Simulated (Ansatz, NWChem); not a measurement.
## Exact exchange and the vertical ionisation energy of C4H10O (2-methyl-1-propanol)

The species is C4H10O (15 atoms), meant as a singlet with charge 0. As SMILES, `CC(C)CO`. Geometry: relaxed at PBE0-D4/def2-TZVP. This is one conformer, not always the lowest.

The vertical ionisation energy (to the doublet cation) y, in eV, basis cc-pVDZ; a is the functional's share of exact exchange. Programs: Ansatz 0.2.0, NWChem 7.3.0.

```
functional  program     a  y (eV)
      TPSS   NWChem     0    9.46
    revPBE   Ansatz     0    9.40
     B3LYP   Ansatz   0.2    9.84
      PBE0   Ansatz  0.25       ?
     BHLYP   Ansatz   0.5   10.04
```

Problem. Fit y = c + s·a to the known rows and predict PBE0.

Solution. 
1. Means of the 4 rows: a = 0.1750, y = 9.685.
2. Σ(Δa)² = 0.1675, Σ(Δa·Δy) = 0.2085, so the slope is 0.2085/0.1675 = 1.2448.
3. Intercept: 9.685 − (1.2448) × 0.1750 = 9.467. The largest residual of the fit is 0.12.
4. PBE0: 9.467 + (1.2448) × 0.25 = 9.78 eV.

The run gave 9.85 eV, so the prediction is off by -0.07 eV, within the scatter of the fit.

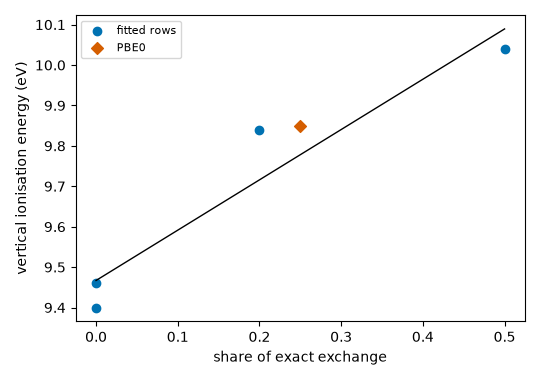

The fitted line, with the withheld row.
